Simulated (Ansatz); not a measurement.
## Response to strain in Ag2S

The reference is Ag2S (space group Cmcm, No. 63; a = 4.6507 Å, b = 6.9397 Å, c = 7.2146 Å; a cell from a computed database, its experimental status unchecked). Axes: x, y, z lie along a, b, c of the conventional cell.

Strains are applied to the cell and any free atomic positions relax; under biaxial strain the out-of-plane vector relaxes too.

Computed with Kohn–Sham DFT with the PBEsol functional, run in Ansatz (a first-principles code) with PAW and 420 eV plane waves, spin-orbit coupling left out, earlier PAW set.

Notes on the quantities. pressure: mean of the normal stresses, compression positive.

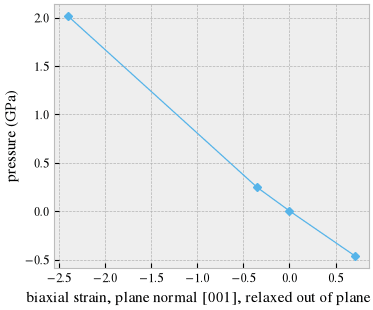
*Pressure against biaxial strain, plane normal [001], relaxed out of plane*

Task: From the plot, what is the pressure for biaxial strain −2.40 %, plane normal [001], relaxed out of plane?

Result: About 2.0 GPa.

Task: Is the trend monotonic over the range shown?

Result: Yes, it falls throughout, spanning -0.46 GPa to 2.02 GPa.

No phonon test of stability was made. The base started in P2_1/c and relaxed to Cmcm at this level. This is not the structure that Ag2S has at room temperature and ambient pressure.
